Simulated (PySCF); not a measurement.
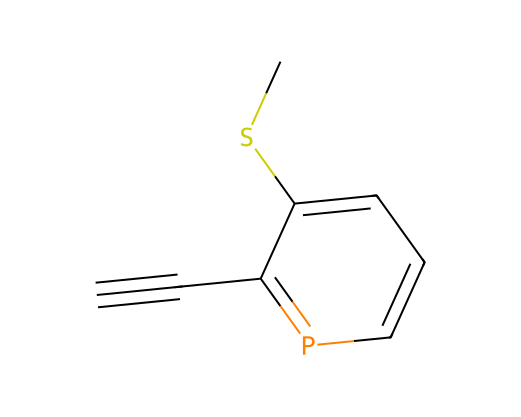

A structural formula.

Question: Give its SMILES.

Answer: C#Cc1pcccc1SC

Question: What is the molecular formula?

Answer: C8H7PS.

Question: An optimisation with PBE0-D3(BJ)/def2-SVP gave a structure of which point group?

Answer: C1. Other conformers may differ.

More results for the same structure follow; atom numbers are the same in all pictures, views and colours differ. The geometry was computed by an optimisation with PBE0-D3(BJ)/def2-SVP. No frequency run is at hand to confirm it as a minimum.

**Shape**

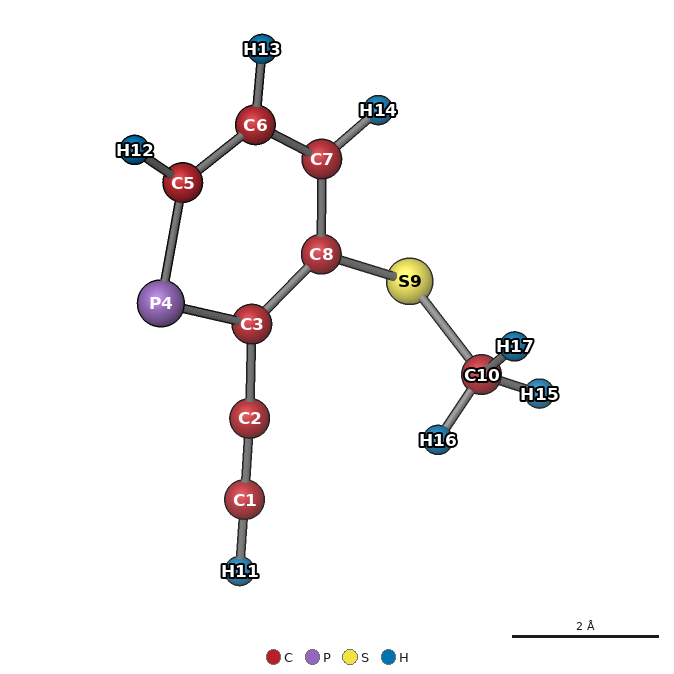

Atoms carry their numbers in the input. No frequency run is at hand to confirm it as a minimum.

List the bonds and their lengths. Leave out bonds to hydrogen.

```json
{"bond": "C1–C2", "length (Å)": "1.215", "order": "triple"}
{"bond": "C2–C3", "length (Å)": "1.424", "order": "delocalised"}
{"bond": "C3–P4", "length (Å)": "1.762", "order": "aromatic"}
{"bond": "C3–C8", "length (Å)": "1.412", "order": "aromatic"}
{"bond": "P4–C5", "length (Å)": "1.731", "order": "aromatic"}
{"bond": "C5–C6", "length (Å)": "1.391", "order": "aromatic"}
{"bond": "C6–C7", "length (Å)": "1.393", "order": "aromatic"}
{"bond": "C7–C8", "length (Å)": "1.399", "order": "aromatic"}
{"bond": "C8–S9", "length (Å)": "1.781", "order": "single"}
{"bond": "S9–C10", "length (Å)": "1.810", "order": "single"}
```

**NMR shielding**

The questions are on isotropic NMR shieldings of the C atoms. No frequency run is at hand to confirm it as a minimum. Properties computed with GIAO PBE0/pcSseg-1 NMR shielding, non-relativistic, IEF-PCM water (PySCF 2.14.0).

Question: Which C atom is the most shielded (lowest chemical shift)?

Answer: C10 (162.6 ppm).

Question: Which C atom is the least shielded (highest chemical shift)?

Answer: C5 (18.0 ppm).

Question: How wide is the range of C shifts?

Answer: 144.6 ppm.

Give the isotropic NMR shieldings of the C atoms atom by atom.

```
atom  σ (ppm)
  C1     79.5
  C2     98.2
  C3     22.8
  C5     18.0
  C6     44.4
  C7     39.5
  C8     29.1
 C10    162.6
```

**Electronic properties**

No frequency run is at hand to confirm it as a minimum. Level of theory: CAM-B3LYP/def2-SVPD in cyclohexane (IEF-PCM) (PySCF 2.14.0). Excitations: vertical, linear response.

What does the calculation give?

- dipole moment: 1.73 D
- HOMO energy (Kohn–Sham orbital): −7.86 eV
- LUMO energy (Kohn–Sham orbital): −1.00 eV
- HOMO–LUMO gap: 6.86 eV
- mean static polarisability: 164.4 bohr³
- lowest vertical singlet excitation: 4.06 eV
- its oscillator strength: 0.021
- brightest of the 6 lowest singlets: 4.51 eV
- its oscillator strength: 0.16

**Charges**

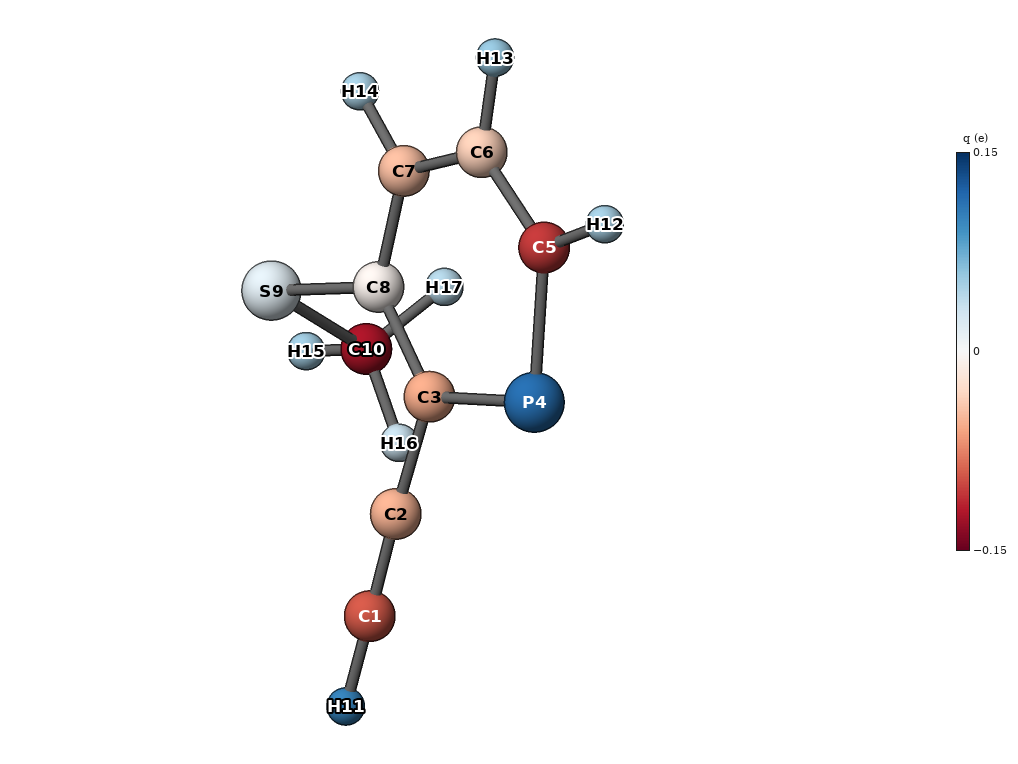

Atoms are coloured by their Hirshfeld charges. No frequency run is at hand to confirm it as a minimum. Properties computed with PBE0/pcSseg-1, gas phase (PySCF 2.14.0).

Give the Hirshfeld charges atom by atom.

```json
{"atom": "C1", "value (e)": "−0.09"}
{"atom": "C2", "value (e)": "−0.05"}
{"atom": "C3", "value (e)": "−0.06"}
{"atom": "P4", "value (e)": "0.11"}
{"atom": "C5", "value (e)": "−0.10"}
{"atom": "C6", "value (e)": "−0.04"}
{"atom": "C7", "value (e)": "−0.05"}
{"atom": "C8", "value (e)": "−0.01"}
{"atom": "S9", "value (e)": "0.02"}
{"atom": "C10", "value (e)": "−0.12"}
{"atom": "H11", "value (e)": "0.10"}
{"atom": "H12", "value (e)": "0.05"}
{"atom": "H13", "value (e)": "0.06"}
{"atom": "H14", "value (e)": "0.05"}
{"atom": "H15", "value (e)": "0.05"}
{"atom": "H16", "value (e)": "0.03"}
{"atom": "H17", "value (e)": "0.04"}
```
